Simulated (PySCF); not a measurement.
**BH3S (SMILES BS) at PBE0/STO-6G**

What is the vertical singlet–triplet gap of BH3S at PBE0/STO-6G? The job is set up through a Python script.

The calculation is run with PySCF 2.14.0.

11 further runs of the same task are left out: 11 set aside as unsound or not needed.

### 1 The molecule

BH3S has 5 atoms, charge 0, and is taken as a singlet. As SMILES, `BS`. The shape is that of a PBE0-D4/def2-TZVP optimisation.

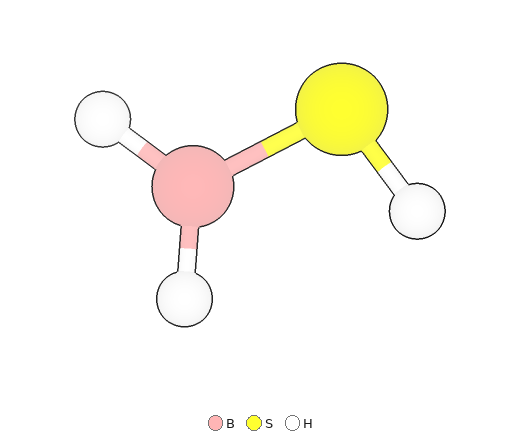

The structure, seen from a chosen angle (boron pink, sulfur yellow, hydrogen white).

### 2 A single-point energy at PBE0/STO-6G

The input, input.py:

```python
from pyscf import gto, dft

mol = gto.M(
    atom=[
    ('B', (-0.392100, -0.421000, 0.088100)),
    ('S', (0.161700, 1.236900, -0.154300)),
    ('H', (-1.562900, -0.556400, 0.264200)),
    ('H', (0.367100, -1.337600, 0.074200)),
    ('H', (1.476100, 1.004400, -0.313600)),
],
    verbose=3,
    charge=0,
    max_memory=1860,
    basis='sto-6g',
)

mf = dft.RKS(mol, xc='pbe0')
mf.conv_tol = 1e-10
mf.grids.level = 5
mf.kernel()
if not mf.converged:
    mf = mf.newton().run(mf.mo_coeff, mf.mo_occ)

e_tot = mf.e_tot
print(f'total energy: {e_tot:.8f} hartree')
```

Run with:

```bash
$ OMP_NUM_THREADS=1 python input.py
```

The program printed:

```text
converged SCF energy = -423.231225941319
total energy: -423.23122594 hartree
```

Wall time 2.3 s (1 thread of Arm Neoverse V2, shared host); peak memory 0.19 GiB.

### 3 The triplet

The input, calc.py:

```python
from pyscf import gto, dft

mol = gto.Mole()
mol.atom = [
    ('B', (-0.392100, -0.421000, 0.088100)),
    ('S', (0.161700, 1.236900, -0.154300)),
    ('H', (-1.562900, -0.556400, 0.264200)),
    ('H', (0.367100, -1.337600, 0.074200)),
    ('H', (1.476100, 1.004400, -0.313600)),
]
mol.spin = 2
mol.basis = 'sto-6g'
mol.charge = 0
mol.max_memory = 1860
mol.verbose = 3
mol.build()

calc0 = dft.UKS(mol)
calc0.xc = 'pbe0'
calc0.conv_tol = 1e-10
calc0.grids.level = 5
calc0.kernel()
if not calc0.converged:
    calc0 = calc0.newton().run(calc0.mo_coeff, calc0.mo_occ)

e_tot = calc0.e_tot
print('E(%s) = %.9f' % ('PBE0', e_tot))
```

Run with:

```bash
$ OMP_NUM_THREADS=1 python calc.py
```

The program printed:

```text
WARN: HOMO -0.0089119484729735 >= LUMO -0.276804269209677

WARN: HOMO 0.0643791200405134 >= LUMO -0.170291883713091

WARN: HOMO 3.58337873864745e-05 >= LUMO -0.128807535201066

WARN: HOMO -0.00989530003645389 >= LUMO -0.146851984739887

WARN: HOMO 0.00510478119118596 >= LUMO -0.149503233011951

WARN: HOMO 0.0106722458272467 >= LUMO -0.15089298525562

WARN: HOMO 0.0114103230597415 >= LUMO -0.1511571590039

WARN: HOMO 0.0114295661350959 >= LUMO -0.151106437785784

WARN: HOMO 0.0114273863199945 >= LUMO -0.151111196278775

WARN: HOMO 0.0114242208745987 >= LUMO -0.151109776918272

WARN: HOMO 0.0114241703096518 >= LUMO -0.151109614419631

WARN: HOMO 0.0114241364263802 >= LUMO -0.151109594035345

converged SCF energy = -423.017927615346  <S^2> = 2.005892  2S+1 = 3.0039255
E(PBE0) = -423.017927615
```

Run time: 3.9 s. Hardware: 1 thread of Arm Neoverse V2, shared host; peak memory 0.2 GiB.

### 4 Summary of results

Level: PBE0/STO-6G.

| quantity | value |
| --- | --- |
| singlet: total energy | -423.23123 Eh |
| singlet: dipole moment | 1.32 D |
| singlet: HOMO energy | -5.76 eV |
| singlet: LUMO energy | 2.27 eV |
| singlet: HOMO–LUMO gap | 8.04 eV |
| triplet: total energy | -423.01793 Eh |
| triplet: dipole moment | 5.18 D |
| triplet: HOMO energy (highest over α and β) | 0.31 eV |
| triplet: ⟨S²⟩ | 2.006 |
| vertical energy of the triplet above the singlet | 5.804 eV |

In words: At this shape the triplet lies 5.80 eV (134 kcal/mol) above the singlet. In a minimal basis such a difference can be off by several eV, whatever the method. Mulliken charges (triplet) run from -0.30 on B1 to +0.44 on S2.
